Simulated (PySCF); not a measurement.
# C$_{5}$H$_{13}$BO$_{2}$Si$_{2}$: what the fields show

```yaml
atoms:
  - { symbol: C, position_ang: [-3.4190, 1.1978, 0.4730] }
  - { symbol: C, position_ang: [-2.2357, 0.8465, -0.0089] }
  - { symbol: Si, position_ang: [-1.2899, -0.7242, 0.4532] }
  - { symbol: O, position_ang: [-2.2312, -1.7760, 1.2820] }
  - { symbol: C, position_ang: [-1.0650, -1.6802, -1.1870] }
  - { symbol: O, position_ang: [-0.2403, -1.3669, -2.0146] }
  - { symbol: Si, position_ang: [0.8097, -0.2683, 1.3576] }
  - { symbol: B, position_ang: [2.0048, 0.2860, -0.0926] }
  - { symbol: C, position_ang: [1.9071, 1.7490, -0.6732] }
  - { symbol: C, position_ang: [2.9187, -0.7611, -0.8268] }
  - { symbol: H, position_ang: [-3.9163, 2.1137, 0.1916] }
  - { symbol: H, position_ang: [-3.9538, 0.5726, 1.1705] }
  - { symbol: H, position_ang: [-1.7492, 1.5162, -0.7075] }
  - { symbol: H, position_ang: [-2.5633, -1.5785, 2.1530] }
  - { symbol: H, position_ang: [-1.6883, -2.5814, -1.3609] }
  - { symbol: H, position_ang: [0.5853, 0.7398, 2.4224] }
  - { symbol: H, position_ang: [1.2230, -1.4494, 2.1489] }
  - { symbol: H, position_ang: [2.8344, 2.1180, -1.1083] }
  - { symbol: H, position_ang: [1.1845, 1.7200, -1.4918] }
  - { symbol: H, position_ang: [1.5455, 2.4949, 0.0328] }
  - { symbol: H, position_ang: [3.7517, -0.3354, -1.3834] }
  - { symbol: H, position_ang: [2.2759, -1.2530, -1.5625] }
  - { symbol: H, position_ang: [3.3066, -1.5530, -0.1881] }
```

Geometry: GFN2-xTB.

The calculation used PBE0/pcSseg-1, SCF density, gas phase, non-relativistic (PySCF).

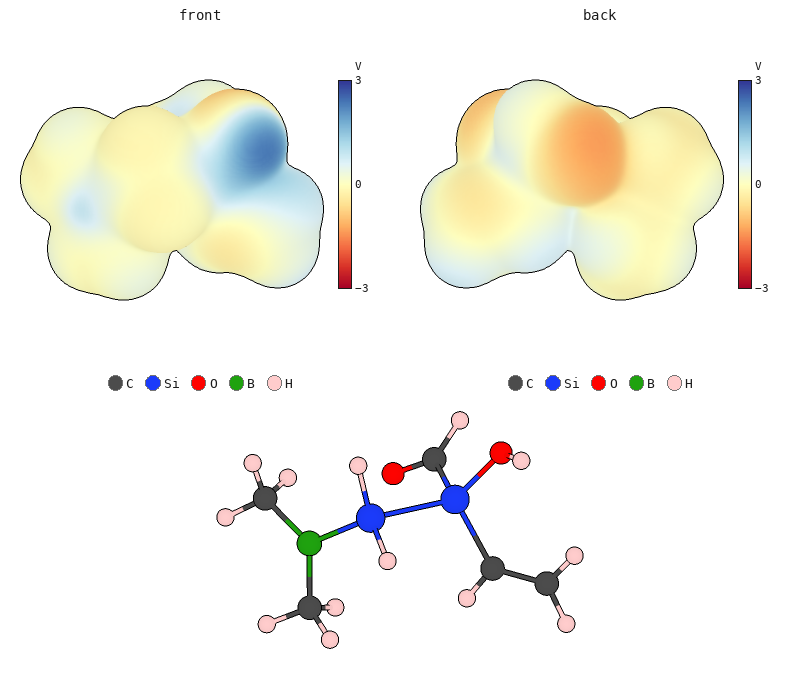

Figure 1. The electrostatic potential painted on the density surface at 0.001 e/bohr³, seen from the front and from behind; red is negative and blue positive. The bare structure is drawn below in the same view.

> Which sites attract a positive test charge, and which a negative one?

A positive charge is drawn to the negative regions and a negative charge to the positive ones. The most negative region (about −1.3 V) lies over O6, the most positive (about +2.2 V) over H14. O6 is the likeliest acceptor of a hydrogen bond.

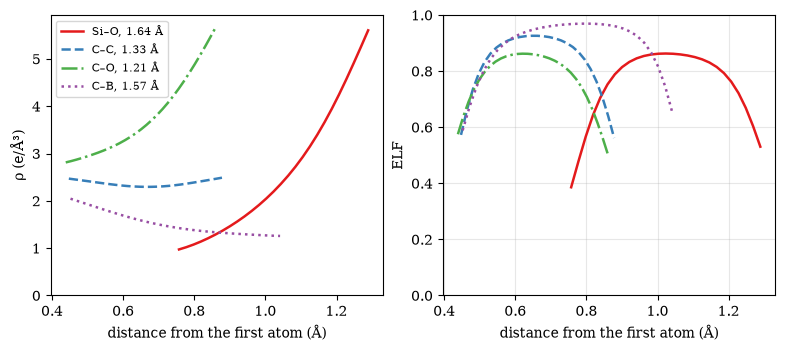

Figure 2. Total electron density and ELF along straight lines between neighbouring atoms. The curves leave out the atomic cores.

> What can be read from the curves?

Si–O (1.64 Å): the density is about 1.1 e/Å³ at the midpoint; the ELF peaks at about 0.85 between the atoms: a shared but strongly polarised pair.
C–C (1.33 Å): the density is about 2.3 e/Å³ at the midpoint; the ELF peaks at about 0.95 between the atoms (a short, multiple covalent bond).
C–O (1.21 Å): ρ is about 3.3 e/Å³ halfway; the ELF peaks at about 0.85 between the atoms (a short, multiple covalent bond).
C–B (1.57 Å): ρ is about 1.4 e/Å³ halfway; the ELF peaks at about 0.95 between the atoms; a covalent bond.
